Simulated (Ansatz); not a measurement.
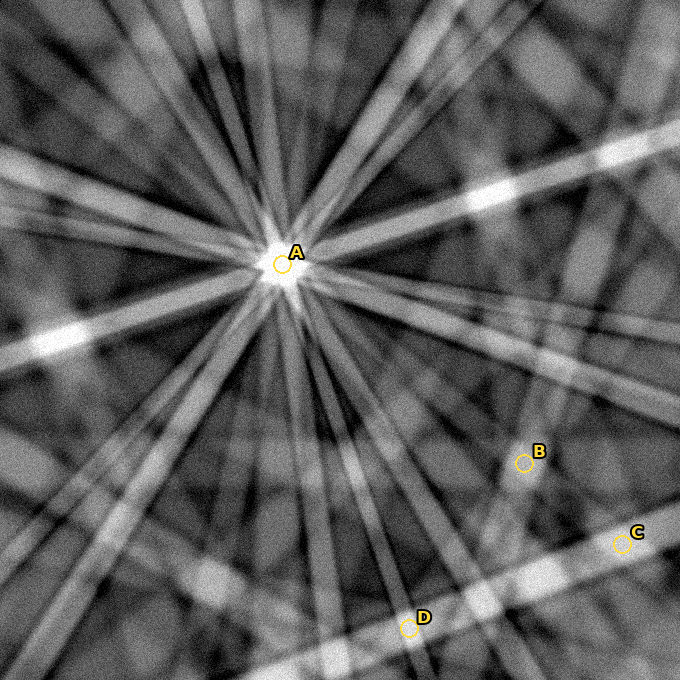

Simulated Kikuchi (electron backscatter) pattern at 10 kV: kinematic bands of width 2θ(Bragg) in gnomonic projection, seen from the camera side; the frame spans ±37° from its centre. Crystal: SnBi2Sb2, space group Ibam (No. 72), a = 7.99 Å, b = 12.79 Å, c = 6.55 Å. Structure: coordinates from a relaxation with DFT, PAW plane waves, pbe in Ansatz 0.2.0; the starting structure was generated, so it need not be a known form of this composition.

Pole A is [001] and pole B is [-113].

Index the poles C and D.

Answer. C is [-112], 49.0° from A and 11.5° from B. D is [012], 44.3° from A and 21.8° from B.

Which band joins A and D, and how wide is it?

Answer. It comes from the planes common to both zones. The strongest order is 2 0 0 with d = 3.993 Å, so the band is 2θ = 1.8° wide (λ = 0.1220 Å).
